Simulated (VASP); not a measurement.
Band structure of Au (fcc). These are PW91 GGA, VASP's PBE PAW potentials (set 64) (plane waves; VASP) values and carry that method's errors.

Unless said otherwise, spin-orbit coupling is left out, though it shifts the bands of the heavy elements here.

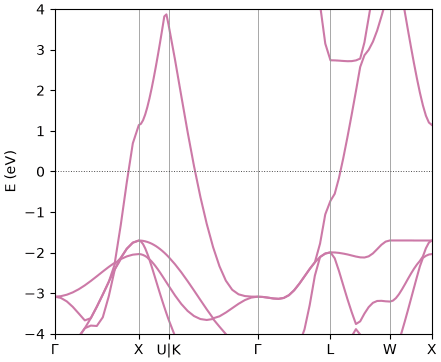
Bands along high-symmetry lines, zero at the valence-band maximum or, without a gap, the Fermi level

Q: Read the plot: is there a gap, and where are the band edges?

A: It has no gap at this level: it comes out as a metal or semimetal. (Edges off the drawn lines would not show.)

The compound is Au in the fcc structure. It was relaxed first, which changed the volume by +6 %.
